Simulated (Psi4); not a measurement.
# wB97X-V/def2-TZVPPD (core potential) run of InCl (SMILES [Cl][In])

Aim: the vertical ionisation energy of InCl at wB97X-V/def2-TZVPPD (core potential), from 2 runs. 

The results are computed with Psi4 1.11.

2 further runs of the same task are left out: 2 set aside as unsound or not needed.

## 1. Starting point

InCl: 2 atoms, total charge 0, spin state singlet. SMILES: `[Cl][In]`. The coordinates come from a PBE0-D4/def2-TZVP relaxation.

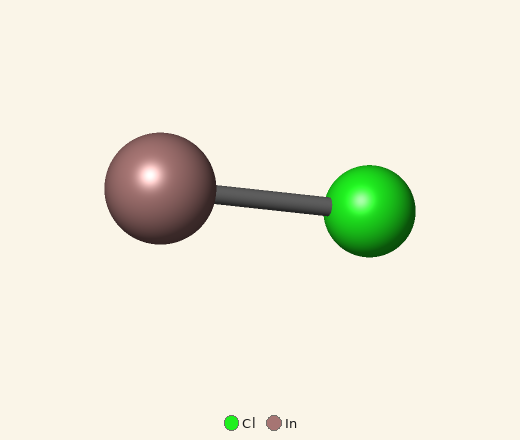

Viewed from a chosen angle; chlorine green, indium brown.

## 2. The energy at wB97X-V/def2-TZVPPD (core potential)

Contents of job.in:

```
memory 2200 MB

molecule {
  0 1
  Cl     0.000000     0.000000    -0.013930
  In     0.000000     0.000000     2.399590
  symmetry c1
  no_reorient
  no_com
}

set {
  basis                def2-TZVPPD
  puream               true
  e_convergence        1e-09
  d_convergence        1e-08
  scf_type             pk
  dft_radial_points    99
  dft_spherical_points 590
}

e_tot, wfn = energy('wb97x-v', return_wfn=True)
```

Run with:

```sh
$ psi4 -i job.in -o job.out -n 1
```

job.out:

```text
[...]
    !!!  WARNING: ECP capability is in beta. Please check occupations closely.  !!!
[...]
  Running in c1 symmetry.
[...]
  Nuclear repulsion =   78.274165620831809
[...]
  Multiplicity = 1
[...]
  Nalpha       = 19
  Nbeta        = 19
[...]
    Number of basis functions: 107
[...]
   @RKS iter   1:  -650.21334302550486   -1.04883e+00   5.34083e-03 DIIS/ADIIS
[...]
   @RKS iter  11:  -650.33666760260746   -5.46834e-11   8.68795e-09 DIIS
[...]
    Orbital Energies [Eh]
    ---------------------
    Doubly Occupied:
       1A   -101.462613     2A     -9.503140     3A     -7.253356
       4A     -7.251332     5A     -7.251332     6A     -4.790138
       7A     -3.200043     8A     -3.200043     9A     -3.192427
      10A     -0.912780    11A     -0.886974    12A     -0.886974
      13A     -0.881019    14A     -0.881019    15A     -0.856447
      16A     -0.485939    17A     -0.394619    18A     -0.394619
      19A     -0.345081
[...]
  @RKS Final Energy:  -650.33666760260746
   => Energetics <=
    Nuclear Repulsion Energy =             78.2741656208318091
    One-Electron Energy =               -1127.4312363783724322
    Two-Electron Energy =                 431.4474042306875958
    DFT Exchange-Correlation Energy =     -32.7797085263499213
    Empirical Dispersion Energy =           0.0000000000000000
    VV10 Nonlocal Energy =                  0.1527074505956194
    Total Energy =                       -650.3366676026073492
[...]
 Multipole Moments:
 ------------------------------------------------------------------------------------
     Multipole            Electronic (a.u.)      Nuclear  (a.u.)        Total (a.u.)
 ------------------------------------------------------------------------------------
 L = 1.  Multiply by 2.5417464519 to convert [e a0] to [Debye]
 Dipole X            :         -0.0000001            0.0000000           -0.0000001
 Dipole Y            :         -0.0000002            0.0000000           -0.0000002
 Dipole Z            :        -93.3577565           94.7784201            1.4206636
 Magnitude           :                                                    1.4206636
[...]
```

Wall time 25 s (1 thread of Intel Xeon Platinum 8259CL at 2.50GHz (Skylake/Cascade Lake), shared host); peak memory 0.88 GiB.

## 3. The doublet cation, same level

Contents of input.dat:

```
memory 2200 MB

molecule mol {
  1 2
  Cl     0.000000     0.000000    -0.013930
  In     0.000000     0.000000     2.399590
  symmetry c1
  no_reorient
  no_com
}

set basis def2-TZVPPD
set reference uks
set puream true
set e_convergence 1e-09
set d_convergence 1e-08
set scf_type pk
set dft_radial_points 99
set dft_spherical_points 590
set maxiter 100

energy("wb97x-v")
print_variables()
```

Run with:

```sh
$ psi4 -i input.dat -o output.dat -n 1
```

output.dat:

```text
[...]
    !!!  WARNING: ECP capability is in beta. Please check occupations closely.  !!!
[...]
  Running in c1 symmetry.
[...]
  Nuclear repulsion =   78.274165620831809
[...]
  Multiplicity = 2
[...]
  Nalpha       = 19
  Nbeta        = 18
[...]
    Number of basis functions: 107
[...]
   @UKS iter   1:  -649.89793159397698   -7.33422e-01   4.29723e-03 ADIIS/DIIS
[...]
   @UKS iter  14:  -649.98536860974400   -5.00222e-12   7.45909e-09 DIIS
[...]
   @S^2 Observed:                7.644505336E-01
[...]
    Orbital Energies [Eh]
    ---------------------
    Alpha Occupied:
       1A   -101.736992     2A     -9.773890     3A     -7.533279
       4A     -7.519316     5A     -7.519316     6A     -5.071162
       7A     -3.480312     8A     -3.480312     9A     -3.475304
      10A     -1.187299    11A     -1.165403    12A     -1.165402
      13A     -1.162314    14A     -1.162314    15A     -1.127974
      16A     -0.749074    17A     -0.638342    18A     -0.638342
      19A     -0.615226
    Alpha Virtual:
      20A     -0.216760    21A     -0.216760    22A     -0.146129
      23A     -0.092467    24A     -0.047664    25A     -0.047664
[...]
  @UKS Final Energy:  -649.98536860974400
   => Energetics <=
    Nuclear Repulsion Energy =             78.2741656208318091
    One-Electron Energy =               -1117.2039876888613890
    Two-Electron Energy =                 421.4488010267135678
    DFT Exchange-Correlation Energy =     -32.6547421979621433
    Empirical Dispersion Energy =           0.0000000000000000
    VV10 Nonlocal Energy =                  0.1503946295341710
    Total Energy =                       -649.9853686097440004
[...]
 Multipole Moments:
 ------------------------------------------------------------------------------------
     Multipole            Electronic (a.u.)      Nuclear  (a.u.)        Total (a.u.)
 ------------------------------------------------------------------------------------
 L = 1.  Multiply by 2.5417464519 to convert [e a0] to [Debye]
 Dipole X            :          0.0000018            0.0000000            0.0000018
 Dipole Y            :          0.0000031            0.0000000            0.0000031
 Dipole Z            :        -90.0377202           94.7784201            4.7407000
 Magnitude           :                                                    4.7407000
[...]
```

It took 32 s on 1 thread of Intel Xeon Platinum 8259CL at 2.50GHz (Skylake/Cascade Lake), shared host; peak memory 0.88 GiB.

## 4. Summary of results

At wB97X-V/def2-TZVPPD (core potential):

| quantity | value |
| --- | --- |
| singlet InCl: total energy | -650.33667 Eh |
| singlet InCl: dipole moment | 3.61 D |
| singlet InCl: HOMO energy | -9.39 eV |
| singlet InCl: LUMO energy | -0.12 eV |
| singlet InCl: HOMO–LUMO gap | 9.27 eV |
| doublet cation: total energy | -649.98537 Eh |
| doublet cation: HOMO energy (highest over α and β) | -16.74 eV |
| doublet cation: LUMO energy (lowest over α and β) | -9.75 eV |
| doublet cation: ⟨S²⟩ | 0.764 |
| vertical ionisation energy (to the doublet cation) | 9.559 eV |

In words: Removing an electron at fixed nuclei costs 9.56 eV (220 kcal/mol). The negative HOMO energy of the first species, 9.39 eV, lies 0.17 eV below that difference.
